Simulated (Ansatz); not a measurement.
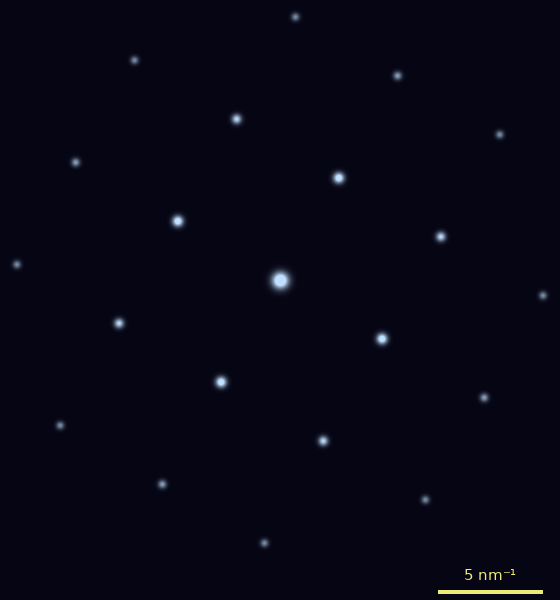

Kinematic zone-axis pattern, calculated for 120 keV electrons with B = 0.8 Å².

It belongs to Ni, space group Fm-3m (No. 225), a = 3.520 Å. Structure: the input geometry of an electronic-structure calculation (not necessarily at equilibrium).

```cif
data_structure
_symmetry_space_group_name_H-M 'Fm-3m'
_symmetry_Int_Tables_number 225
_cell_length_a 3.5200
_cell_length_b 3.5200
_cell_length_c 3.5200
_cell_angle_alpha 90.000
_cell_angle_beta 90.000
_cell_angle_gamma 90.000
_cell_volume 43.61
loop_
_atom_site_label
_atom_site_type_symbol
_atom_site_symmetry_multiplicity
_atom_site_Wyckoff_symbol
_atom_site_fract_x
_atom_site_fract_y
_atom_site_fract_z
_atom_site_occupancy
Ni1 Ni 4 a 0.00000 0.00000 0.00000 1
```

> Determine the zone axis from the geometry of the pattern.

The spots form a square net with both shortest vectors at d = 1.76 Å, 90.0° apart. They index as 2 0 0 and 0 2 0, so the zone axis is [001] (or an equivalent direction of <001>).

> Which reflections of this zone are missing, and why?

The lattice centring (F) removes all reflections that break h + k = 2n, h + l = 2n.

> List the strongest reflections.

Strongest reflections with d > 0.80 Å, one of each family (|F|² from tabulated Gaussian fits of the electron scattering factors, times a small damping for the curvature of the Ewald sphere):

```tsv
hkl	d (Å)	I (strongest = 100)
2 0 0	1.760	100
2 2 0	1.245	44
4 0 0	0.880	15
```
